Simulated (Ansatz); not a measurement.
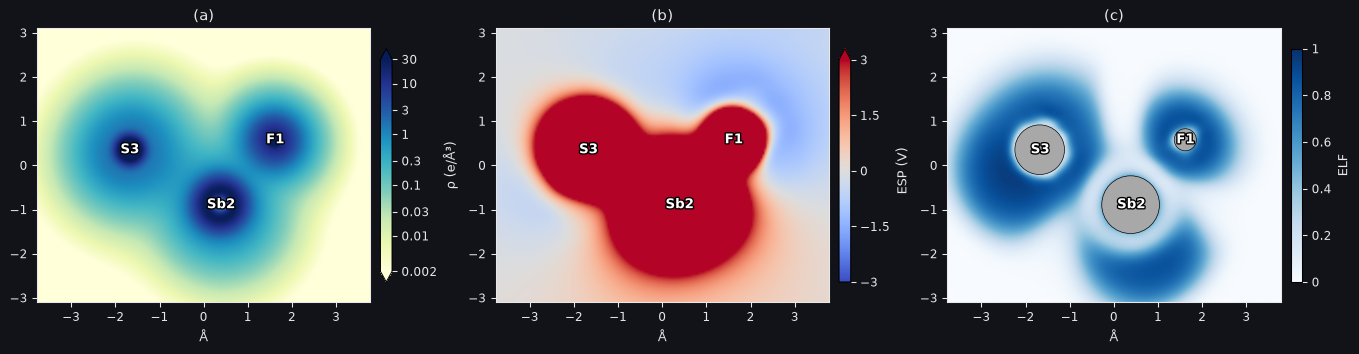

FH$_{2}$SSb (SMILES [F][SbH][SH]). (a) electron density; (b) electrostatic potential; (c) ELF on the plane of atoms F1, Sb2 and S3. Grey discs cover the atomic cores in the ELF map.

Geometry: PBE0-D4/def2-TZVP; core potentials replace the inner electrons of Sb.

Theory: Ansatz 0.2.0, RKS PBE0-D4/def2-TZVPP.

```xyz
5

F    -1.2945   -0.9843    1.0908
Sb   -0.5160   -0.8436   -0.6600
S     1.6834   -0.0990   -0.0337
H    -1.1152    0.7523   -0.8626
H     1.2920    1.1008    0.4241
```

Q: Read the bonding off the picture.

A: Atoms in the plane: F, Sb and S. Sb–F (1.92 Å): the density is about 0.86 e/Å³ at the midpoint; the ELF peaks at about 0.80 in the valence shell of F, 0.5 Å from its nucleus, and drops to about 0.15 between the two atoms. Sb–S (2.41 Å): ρ is about 0.63 e/Å³ halfway; the ELF peaks at about 0.85 in the valence shell of S, 0.9 Å from its nucleus, and drops to about 0.20 between the two atoms. The ELF also peaks beside Sb2, S3 and F1, away from the bonds: lone-pair regions. Outside the dense part of the molecule the potential is most negative (−1.5 V) near F1.
